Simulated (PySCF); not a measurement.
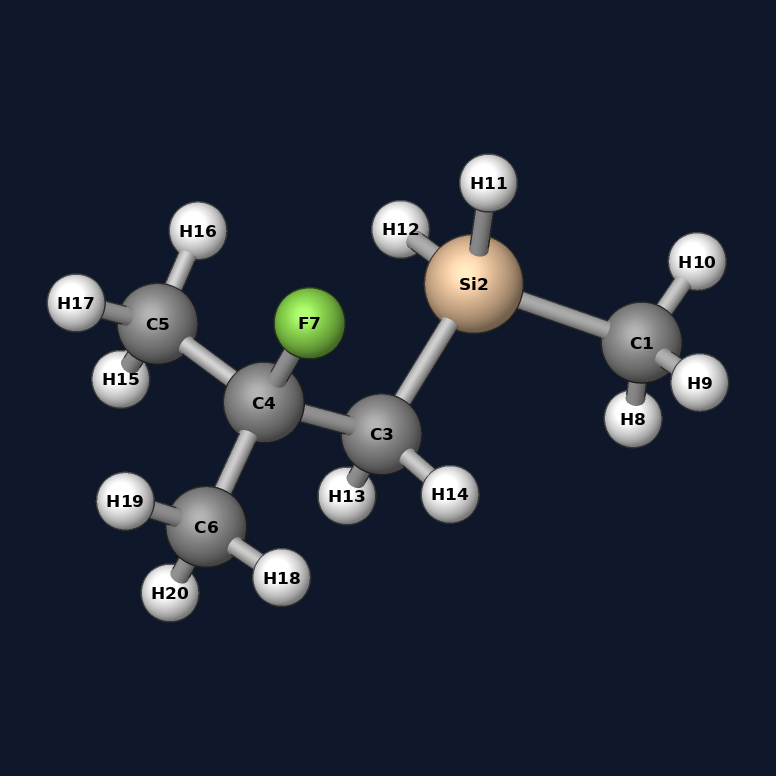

The geometry was computed by an optimisation with GFN2-xTB. No frequency run is at hand to confirm it as a minimum. Level of theory: GIAO PBE0/pcSseg-1 NMR shielding, non-relativistic, gas phase (PySCF 2.14.0). Principal shieldings σ11 ≤ σ22 ≤ σ33, span Ω = σ33 − σ11, skew κ = 3(σiso − σ22)/Ω.

Give the shielding tensors of the Si atoms.

| atom | σ11 | σ22 | σ33 | σiso | Ω | κ |
| --- | --- | --- | --- | --- | --- | --- |
| Si2 | 368.8 | 397.6 | 432.0 | 399.5 | 63.2 | 0.09 |

Shieldings and span in ppm.

The geometry is semi-empirical. Around Si such bond lengths and angles can be off by a tenth of an ångström or more and by several degrees, and values that hang on the shape move with them.
